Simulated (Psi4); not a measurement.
# SnH2F2 (SMILES [F][SnH2][F]): CCSD/def2-SVP (core potential)

Aim: the energy change on altering one bond length of SnH2F2 at CCSD/def2-SVP (core potential), from 2 runs. 

The calculation is run with Psi4 1.11.

### Step 1. Starting point

The species is SnH2F2 (5 atoms), meant as a singlet with charge 0. SMILES: `[F][SnH2][F]`. The coordinates come from a PBE0-D4/def2-TZVP relaxation.

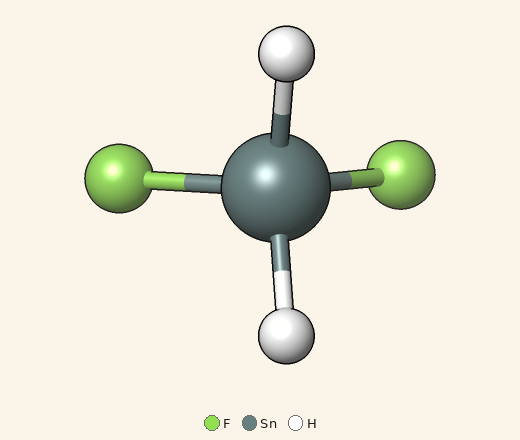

The structure, seen from a chosen angle (fluorine green, tin teal, hydrogen white).

### Step 2. The energy at CCSD/def2-SVP (core potential)

f2h2sn_ase.py reads:

```python
import numpy as np
from ase.calculators.psi4 import Psi4
from ase import Atoms

mol = Atoms(['F', 'Sn', 'F', 'H', 'H'], positions=[
    [-0.343500, -0.356300, 1.741400],
    [0.128900, -0.073200, -0.086200],
    [-1.231200, 1.110700, -0.712400],
    [-0.087400, -1.547100, -0.889100],
    [1.583200, 0.792100, -0.095000],
])
calc = Psi4(atoms=mol, method='ccsd', basis='def2-SVP', memory='2200MB', num_threads=1, charge=0, multiplicity=1, label='psi4-calc', reference='rhf')
calc.psi4.set_options({'puream': True, 'e_convergence': 1e-09, 'd_convergence': 1e-08, 'scf_type': 'pk', 'num_frozen_docc': 6})
mol.calc = calc

print(f'energy: {mol.get_potential_energy():.6f} eV')
```

Started as:

```sh
$ python f2h2sn_ase.py
```

psi4-calc.dat:

```text
[...]
    !!!  WARNING: ECP capability is in beta. Please check occupations closely.  !!!
[...]
  Running in c1 symmetry.
[...]
  Nuclear repulsion =  144.609737025789201
[...]
  Multiplicity = 1
[...]
  Nalpha       = 21
  Nbeta        = 21
[...]
    Number of basis functions: 64
[...]
   @RHF iter   1:  -413.16658765683735   -2.28764e+00   7.75186e-03 ADIIS/DIIS
[...]
   @RHF iter  11:  -413.25644480802350   -1.13687e-12   4.18944e-09 DIIS
[...]
    Orbital Energies [Eh]
    ---------------------
    Doubly Occupied:
       1A    -26.239234     2A    -26.239217     3A     -5.929897
       4A     -4.122103     5A     -4.120973     6A     -4.118223
       7A     -1.518076     8A     -1.509916     9A     -1.388154
      10A     -1.387193    11A     -1.383960    12A     -1.376351
      13A     -1.361767    14A     -0.728639    15A     -0.625119
      16A     -0.621331    17A     -0.621286    18A     -0.603869
      19A     -0.590717    20A     -0.550274    21A     -0.490878
[...]
  @RHF Final Energy:  -413.25644480802350
   => Energetics <=
    Nuclear Repulsion Energy =            144.6097370257892010
    One-Electron Energy =                -944.6780157109684524
    Two-Electron Energy =                 386.8118338771557774
    Total Energy =                       -413.2564448080235024
[...]
 Multipole Moments:
 ------------------------------------------------------------------------------------
     Multipole            Electronic (a.u.)      Nuclear  (a.u.)        Total (a.u.)
 ------------------------------------------------------------------------------------
 L = 1.  Multiply by 2.5417464519 to convert [e a0] to [Debye]
 Dipole X            :         13.3646305          -12.1669827            1.1976477
 Dipole Y            :         -6.5695625            5.9808578           -0.5887047
 Dipole Z            :         -8.7617924            7.9766790           -0.7851134
 Magnitude           :                                                    1.5483334
[...]
      * MP2 total energy                      = -413.746292335018268
[...]
      * CCSD total energy                     = -413.762874322630978
```

The script printed:

```text
energy: -11259.061296 eV
```

Run time: 23 s. Hardware: 1 thread of Intel Xeon at 2.50GHz (Skylake/Cascade Lake), shared host; peak memory 0.29 GiB.

### Step 3. The distorted shape, same level

input.json reads:

```json
{
  "schema_name": "qcschema_input",
  "schema_version": 1,
  "molecule": {
    "schema_name": "qcschema_molecule",
    "schema_version": 2,
    "symbols": ["F", "Sn", "F", "H", "H"],
    "geometry": [0.12197804, -1.34451368, 3.64578814, 1.01468466, -0.80953222, 0.19212468, -2.3266308, 2.09891881, -1.34624089, 0.6059369, -3.59479955, -1.32513643, 3.76291337, 0.8256478, 0.17549509],
    "molecular_charge": 0,
    "molecular_multiplicity": 1,
    "fix_symmetry": "c1",
    "fix_com": true,
    "fix_orientation": true
  },
  "driver": "energy",
  "model": {
    "method": "ccsd",
    "basis": "def2-SVP"
  },
  "keywords": {
    "puream": true,
    "e_convergence": 1e-09,
    "d_convergence": 1e-08,
    "scf_type": "pk",
    "num_frozen_docc": 6
  }
}
```

Started as:

```sh
$ psi4 --qcschema input.json -n 1 --memory 2200MB
```

stdout:

```text
[...]
    !!!  WARNING: ECP capability is in beta. Please check occupations closely.  !!!
[...]
  Running in c1 symmetry.
[...]
  Nuclear repulsion =  129.533259562240886
[...]
  Multiplicity = 1
[...]
  Nalpha       = 21
  Nbeta        = 21
[...]
    Number of basis functions: 64
[...]
   @RHF iter   1:  -413.04332623115670   -2.46376e+00   9.04313e-03 DIIS/ADIIS
[...]
   @RHF iter  12:  -413.18129893191053   -1.70530e-12   5.00498e-09 DIIS
[...]
    Orbital Energies [Eh]
    ---------------------
    Doubly Occupied:
       1A    -26.265315     2A    -26.154790     3A     -5.968236
       4A     -4.159873     5A     -4.158361     6A     -4.155195
       7A     -1.539842     8A     -1.427156     9A     -1.423785
      10A     -1.421579    11A     -1.419468    12A     -1.402994
      13A     -1.363975    14A     -0.732561    15A     -0.639174
      16A     -0.631660    17A     -0.600730    18A     -0.527438
      19A     -0.504097    20A     -0.499748    21A     -0.479887
[...]
  @RHF Final Energy:  -413.18129893191053
   => Energetics <=
    Nuclear Repulsion Energy =            129.5332595622408860
    One-Electron Energy =                -914.4773890818775044
    Two-Electron Energy =                 371.7628305877260573
    Total Energy =                       -413.1812989319105327
[...]
 Multipole Moments:
 ------------------------------------------------------------------------------------
     Multipole            Electronic (a.u.)      Nuclear  (a.u.)        Total (a.u.)
 ------------------------------------------------------------------------------------
 L = 1.  Multiply by 2.5417464519 to convert [e a0] to [Debye]
 Dipole X            :         -4.8455692            6.8500379            2.0044687
 Dipole Y            :         12.5049007          -13.7892144           -1.2843137
 Dipole Z            :        -24.2064009           23.7730269           -0.4333741
 Magnitude           :                                                    2.4197458
[...]
      * MP2 total energy                      = -413.679914878321313
[...]
      * CCSD total energy                     = -413.696273566724415
[...]
```

The result, in JSON:

```text
{
 "driver": "energy",
 "model": {
  "method": "ccsd",
  "basis": "def2-SVP"
 },
 "success": true,
 "return_result": -413.6962735667244,
 "properties": {
  "calcinfo_nbasis": 64,
  "calcinfo_nmo": 64,
  "calcinfo_nalpha": 21,
  "calcinfo_nbeta": 21,
  "calcinfo_natom": 5,
  "nuclear_repulsion_energy": 129.5332595622409,
  "return_energy": -413.6962735667244,
  "scf_one_electron_energy": -914.4773890818775,
  "scf_two_electron_energy": 371.76283058772606,
  "scf_dipole_moment": [2.0044687272332498, -1.2843137108020208, -0.4333740667506767],
  "scf_total_energy": -413.18129893191053,
  "scf_iterations": 12,
  "mp2_same_spin_correlation_energy": -0.1305016149492259,
  "mp2_opposite_spin_correlation_energy": -0.36811433146115785,
  "mp2_singles_energy": -1.2455592085774186e-28,
  "mp2_doubles_energy": -0.49861594641038376,
  "mp2_correlation_energy": -0.49861594641038376,
  "mp2_total_energy": -413.6799148783213,
  "ccsd_same_spin_correlation_energy": -0.11486430058589653,
  "ccsd_opposite_spin_correlation_energy": -0.4001103342275681,
  "ccsd_singles_energy": 0.0,
  "ccsd_doubles_energy": -0.5149746348134646,
  "ccsd_correlation_energy": -0.5149746348134646,
  "ccsd_total_energy": -413.6962735667244,
  "ccsd_iterations": 22
 }
}
```

Run time: 29 s. Hardware: 1 thread of Intel Xeon at 2.50GHz (Skylake/Cascade Lake), shared host; peak memory 0.29 GiB.

### Step 4. Outcome

At CCSD/def2-SVP (core potential), 6 core orbitals frozen:

| quantity | value |
| --- | --- |
| first shape: total energy | -413.76287 Eh |
| first shape: HOMO energy (Hartree–Fock orbitals) | -13.36 eV |
| first shape: LUMO energy (Hartree–Fock orbitals) | 2.53 eV |
| first shape: HOMO–LUMO gap (Hartree–Fock orbitals) | 15.89 eV |
| first shape: correlation energy (6 core orbitals frozen) | -506.4 mEh |
| first shape: T1 diagnostic | 0.012 |
| distorted shape: total energy | -413.69627 Eh |
| distorted shape: HOMO energy (Hartree–Fock orbitals) | -13.06 eV |
| distorted shape: LUMO energy (Hartree–Fock orbitals) | 0.68 eV |
| distorted shape: HOMO–LUMO gap (Hartree–Fock orbitals) | 13.73 eV |
| distorted shape: correlation energy (6 core orbitals frozen) | -515.0 mEh |
| distorted shape: T1 diagnostic | 0.019 |
| energy change with the Sn2–F3 bond stretched from 1.909 to 2.481 Å | 1.812 eV |

What this shows: With the Sn2–F3 bond stretched from 1.909 to 2.481 Å the energy rises by 1.81 eV (42 kcal/mol). The first shape isn't relaxed at this level, so the change isn't measured from a minimum.
